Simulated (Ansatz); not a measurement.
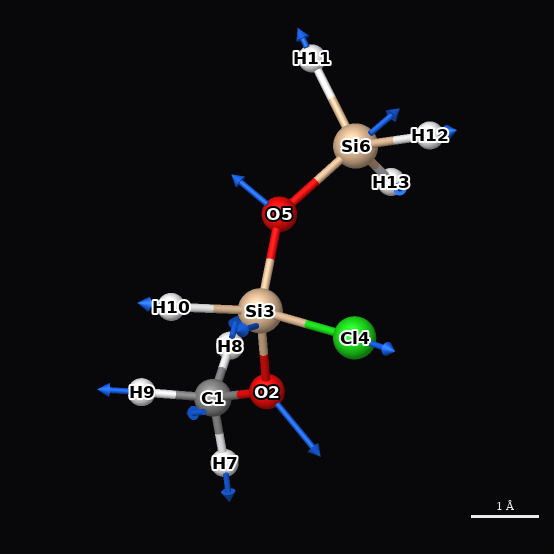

Arrows show the forces on the atoms, 2 Å of arrow for 1 eV/Å; forces under a tenth of the largest aren't drawn. Level of theory: PBE-D4/def2-TZVPP (Ansatz 0.2.0).

Question: On which atom is the force largest, and how large is it?

Answer: On O2: 0.52 eV/Å.

Question: Which bond do the forces act along most?

Answer: O2–Si3, now 1.623 Å: the forces push its atoms apart, so a first step downhill lengthens it.

List the force components in the frame of the picture (x right, y up, z towards the viewer), in eV/Å.

```csv
atom,Fx,Fy,Fz
C1,−0.13,−0.01,−0.18
O2,0.33,−0.40,0.05
Si3,−0.14,−0.04,0.34
Cl4,0.21,−0.07,0.21
O5,−0.27,0.22,−0.05
Si6,0.22,0.19,−0.11
H7,0.03,−0.21,−0.11
H8,0.04,0.16,−0.18
H9,−0.24,0.02,0.03
H10,−0.17,0.02,0.07
H11,−0.07,0.15,−0.03
H12,0.13,0.03,0.10
H13,0.07,−0.05,−0.14
```
